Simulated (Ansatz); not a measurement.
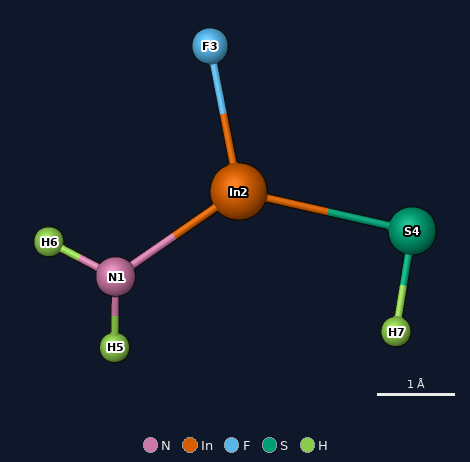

The structure as given in the input (ball-and-stick view, seen on its broad side; atoms are numbered from 1 in the order of the input). Sticks mark near contacts. Bond lengths as drawn: F–In 1.95 Å, H–N 1.01 Å, H–S 1.34 Å, In–N 2.01 Å and In–S 2.36 Å.

## Two runs on InNH3SF

System: InNH3SF.
Method of run 1: RKS PBE0-D4/def2-TZVPP (Ansatz 0.2.0).

The geometry comes from this level: PBE0-D4/def2-TZVP. Text and figures count atoms from 1; the logs count them from 0 in places.

### The input, run 1
```yaml
crystal:
  periodic: [false, false, false]
  atoms:
    - {symbol: N, position_ang: [0.915242, 1.164517, 0.241604]}
    - {symbol: In, position_ang: [0.060770, -0.648631, 0.156323]}
    - {symbol: F, position_ang: [1.227848, -2.069565, 0.806875]}
    - {symbol: S, position_ang: [-2.121591, -1.374242, -0.364353]}
    - {symbol: H, position_ang: [0.587356, 1.852664, -0.421069]}
    - {symbol: H, position_ang: [1.926149, 1.144606, 0.226691]}
    - {symbol: H, position_ang: [-2.534474, -0.137449, -0.691770]}
basis:
  gaussian: {orbitals: def2-TZVPP}
hamiltonian: {xc: pbe0, dispersion: d4}
output: {orbitals: {seedname: orbitals}}
```

Hardware: 2 CPU threads, shared host.

### Output (run 1)
```
Functional definition: PBE0
  parameter a = 0.25
  parameter kappa = 0.804
  parameter beta = 0.06672455060314922
  exchange = (1 - a)*pbe_x(kappa = kappa, mu = beta*pi^2/3) + a*exact_x
  correlation = pbe_c(beta = beta)
1284 factors; their error is unknown
mean field evaluation 1: about -20250.9584 eV, gradient 7.5e1 eV
mean field evaluation 2: about -20217.2874 eV, gradient 1.4e2 eV
mean field evaluation 4: about -20260.9912 eV, gradient 1.0e1 eV
mean field evaluation 8: about -20261.1889 eV, gradient 5.4e-2 eV
mean field evaluation 16: about -20261.2528 eV, gradient 3.3e-5 eV
mean field -20261.25278277 eV, -744.5873061966 hartree, gradient 3.3e-5 eV, S^2 0.000000; 0 other end points of the search recorded, 0 dependent functions left out
reference -20261.25282581 eV, -744.5873077782 hartree; 28, 28 occupied and 168, 168 virtual orbitals, 1284 factors
Total energy: -20261.36794256 eV, -744.5915382407 hartree
```

The input of run 2 differs as follows (lines with − go, lines with + come):
```diff
-  gaussian: {orbitals: def2-TZVPP}
+  gaussian: {orbitals: "def2-QZVPP.json"}
```

Predict how the results change.

The total energy of run 2 is 14.9 kcal/mol lower, which measures the change of basis and not a stability. The LUMO goes from −1.71 to −1.82 eV. The basis functions go from 196 to 356.

### Output (run 2)
```
Functional definition: PBE0
  parameter a = 0.25
  parameter kappa = 0.804
  parameter beta = 0.06672455060314922
  exchange = (1 - a)*pbe_x(kappa = kappa, mu = beta*pi^2/3) + a*exact_x
  correlation = pbe_c(beta = beta)
1420 factors; their error is unknown
mean field evaluation 1: about -20251.0758 eV, gradient 7.7e1 eV
mean field evaluation 2: about -20214.9993 eV, gradient 1.4e2 eV
mean field evaluation 4: about -20261.6295 eV, gradient 1.1e1 eV
mean field evaluation 8: about -20261.8390 eV, gradient 6.8e-2 eV
mean field evaluation 16: about -20261.8976 eV, gradient 5.0e-5 eV
mean field -20261.89757333 eV, -744.6110018126 hartree, gradient 5.0e-5 eV, S^2 0.000000; 0 other end points of the search recorded, 0 dependent functions left out
reference -20261.89761232 eV, -744.6110032454 hartree; 28, 28 occupied and 328, 328 virtual orbitals, 1420 factors
Total energy: -20262.01272907 eV, -744.6152337079 hartree
```

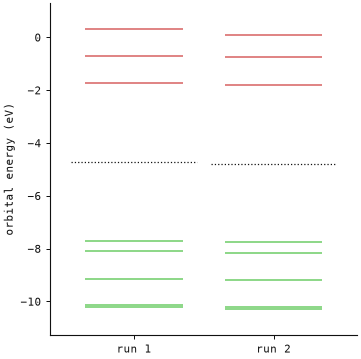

The five highest filled and three lowest empty orbital energies of the two runs; the dotted lines part filled from empty levels. The HOMO–LUMO gap is 6.00 eV in run 1 and 5.94 eV in run 2.

### The two runs side by side

| quantity | run 1 | run 2 |
| --- | --- | --- |
| outcome | converged | converged |
| total energy (hartree) | −744.591538 | −744.615234 |
| HOMO (eV) | −7.72 | −7.76 |
| LUMO (eV) | −1.71 | −1.82 |
| basis functions | 196 | 356 |
| wall time (shared host) | 6 s | 23 s |
